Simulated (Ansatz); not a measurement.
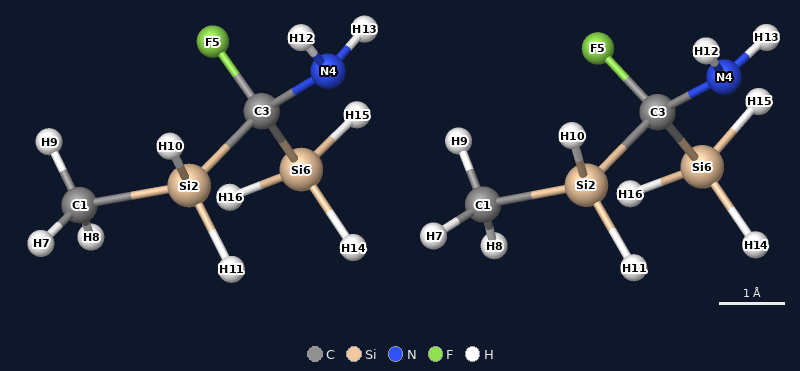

Two geometries of C$_{2}$H$_{10}$FNSi$_{2}$, drawn at one scale. One is the start of a relaxation, the other its converged end. The picture is a ball-and-stick view, seen from a free direction.

Method: RKS LDA/def2-SVP (Ansatz). Set-up: no spin polarisation; force threshold 0.015 eV/Å; at most 40 steps.

**Which one is relaxed?**

The right one is the relaxed one. The run prepares an end point of a later path (inversion) calculation, from a guessed geometry. F5 moves most after the best rigid fit: 0.28 Å. By element the largest moves are F 0.28 Å, H 0.23 Å, N 0.17 Å, Si 0.12 Å, C 0.07 Å. Some distances before and after: C3–N4 1.497 → 1.387 Å, C3–F5 1.371 → 1.446 Å, C3–Si6 1.827 → 1.895 Å, N4–H12 0.967 → 1.029 Å. Bond angles that change, for instance: C3–N4–H13 104.7° → 116.1°, N4–C3–F5 102.7° → 113.6°, C1–Si2–H10 104.9° → 111.6°. Over 7 geometry steps the energy falls by 18.8 kcal/mol. Largest force component: 5.7 eV/Å at the start, 0.011 eV/Å at the end. The run took 11 s on 2 threads of Intel(R) Xeon(R) 6975P-C (Granite Rapids), on a shared host, peak memory 0.2 GiB.
